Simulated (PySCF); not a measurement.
# Run report: C4H4BFSi, core-level calculation

C4H4BFSi, SMILES FBC#CC#C[SiH3], computed with delta-SCF UKS SCAN, pcX-2 on the ionised atom, pcseg-1 elsewhere, spin-free X2C (PySCF 2.14.0).

Figures and captions count atoms from 1; the log counts them from 0 in places.

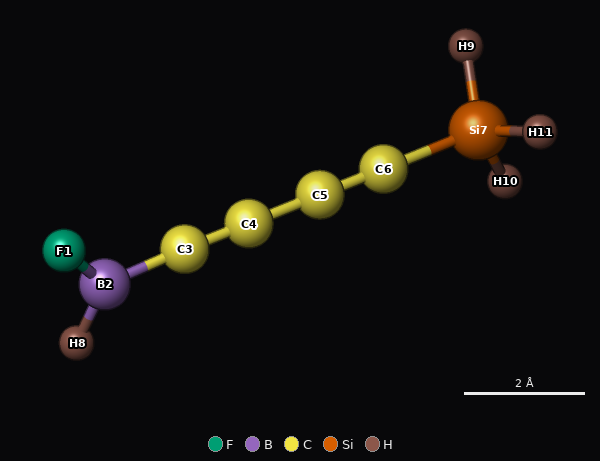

The structure (ball-and-stick view, seen at a tilt; atoms are numbered from 1 in the order of the input). Bond lengths as drawn: B–C 1.52 Å, B–F 1.32 Å, B–H 1.21 Å, C–C 1.23 to 1.36 Å, C–Si 1.84 Å and H–Si 1.49 Å.

Input file:
```
{"job": {"kind": "xps"}, "charge": 0, "multiplicity": 1}
F      4.428930     0.174052     1.619046
B      3.819793     0.359825     0.462368
C      2.309508     0.192547     0.354625
C      1.100671     0.057459     0.187847
C     -0.241594    -0.100313     0.001296
C     -1.446390    -0.247336    -0.175225
Si    -3.248703    -0.474167    -0.441351
H      4.491205     0.657723    -0.495754
H     -3.617277    -1.868329    -0.063775
H     -3.567318    -0.235354    -1.877813
H     -3.988567     0.498128     0.412494
```

The first line tells a small driver script what to run in PySCF; the rest is the geometry in Å.

Run as:
```bash
OMP_NUM_THREADS=1 python <driver script> task.json out
```

What the program printed:
```
ground state, core basis on atom 0 (F), 153 functions
  cycle   1  E = -569.45896078  |g| = 6.26e-01
  cycle   2  E = -569.33250813  |g| = 1.12e+00
  cycle   3  E = -569.52311634  |g| = 1.72e-01
  cycle   4  E = -569.52908480  |g| = 6.87e-02
  cycle   5  E = -569.52992555  |g| = 4.98e-02
  cycle   6  E = -569.53053149  |g| = 5.79e-03
  cycle   7  E = -569.53053793  |g| = 2.91e-03
  cycle   8  E = -569.53053744  |g| = 3.67e-03
  cycle   9  E = -569.53054130  |g| = 4.66e-04
  E(ground) = -569.56668416 Eh
hole in F 1s of atom 0
  cycle   1  E = -543.15463643  |g| = 2.58e+00
[... 11 cycles left out ...]
  E(ion) = -544.10004775 Eh   <S^2> = 0.7565   hole on atom = 1.000   binding energy = 692.982 eV
ground state, core basis on atom 1 (B), 153 functions
[... 7 cycles left out ...]
  E(ground) = -569.51772468 Eh
hole in B 1s of atom 1
[... 15 cycles left out ...]
  E(ion) = -562.25679358 Eh   <S^2> = 1.0583   hole on atom = 1.000   binding energy = 197.580 eV
ground state, core basis on atom 2 (C), 153 functions
[... 7 cycles left out ...]
  E(ground) = -569.52477274 Eh
hole in C 1s of atom 2
[... 15 cycles left out ...]
  E(ion) = -558.85663543 Eh   <S^2> = 0.9024   hole on atom = 1.000   binding energy = 290.295 eV
ground state, core basis on atom 3 (C), 153 functions
[... 7 cycles left out ...]
  E(ground) = -569.52652166 Eh
hole in C 1s of atom 3
[... 17 cycles left out ...]
  E(ion) = -558.81273072 Eh   <S^2> = 0.9893   hole on atom = 1.000   binding energy = 291.537 eV
ground state, core basis on atom 4 (C), 153 functions
[... 7 cycles left out ...]
  E(ground) = -569.52633864 Eh
hole in C 1s of atom 4
[... 18 cycles left out ...]
  E(ion) = -558.82040092 Eh   <S^2> = 0.9601   hole on atom = 1.000   binding energy = 291.323 eV
ground state, core basis on atom 5 (C), 153 functions
[... 7 cycles left out ...]
  E(ground) = -569.52431858 Eh
hole in C 1s of atom 5
[... 16 cycles left out ...]
  E(ion) = -558.85471670 Eh   <S^2> = 0.9479   hole on atom = 1.000   binding energy = 290.335 eV
ground state, core basis on atom 6 (Si), 164 functions
[... 8 cycles left out ...]
  E(ground) = -569.57199455 Eh
hole in Si 1s of atom 6
[... 13 cycles left out ...]
  E(ion) = -501.68629159 Eh   <S^2> = 0.7524   hole on atom = 1.000   binding energy = 1847.264 eV
hole in Si 2p of atom 6
[... 2 cycles left out ...]
  cycle   3  E = -563.81542179  |g| = 1.46e+00
  cycle   4  E = -565.50457255  |g| = 4.31e-01
  cycle   5  E = -565.54396544  |g| = 3.52e-01
  cycle   6  E = -565.59106241  |g| = 1.99e-01
  cycle   7  E = -565.61122028  |g| = 4.57e-02
  cycle   8  E = -565.61198917  |g| = 2.61e-02
  cycle   9  E = -565.61229972  |g| = 4.36e-03
  cycle  10  E = -565.61230988  |g| = 2.40e-03
  cycle  11  E = -565.61231265  |g| = 6.52e-04
  cycle  12  E = -565.61231400  |g| = 3.49e-04
  E(ion) = -565.61547589 Eh   <S^2> = 0.7519   hole on atom = 1.003   binding energy = 107.662 eV
  2p3/2 = 107.435 eV   2p1/2 = 108.058 eV
```

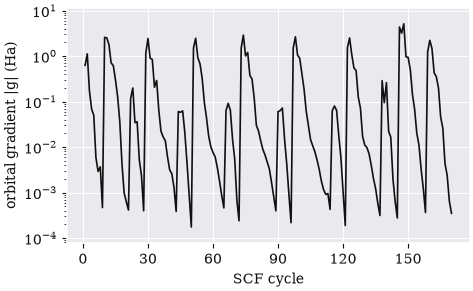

Convergence of the self-consistent field: orbital gradient |g| against the SCF cycle. All cycles printed in the log are drawn one after another.

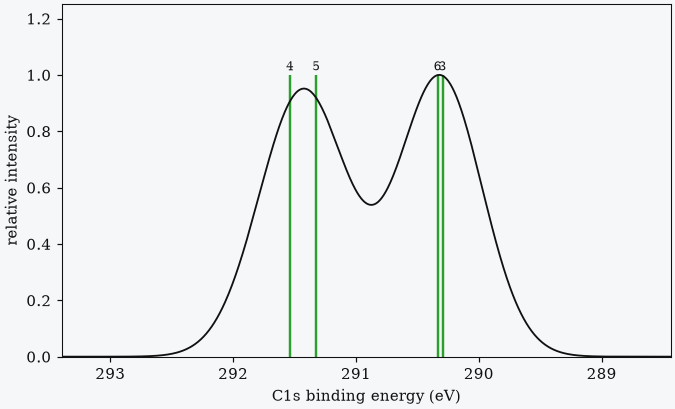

C1s binding energies by ΔSCF of the atoms computed, labelled by atom number, with a Gaussian envelope of 0.8 eV full width. They run from 290.29 eV (atom 3) to 291.54 eV (atom 4).

Summary:

```tsv
quantity	value
outcome	converged
hardware	1 CPU thread, shared host
wall time	44 s
peak memory	0.64 GiB
```

Notes:

The core-hole state is spin-contaminated.
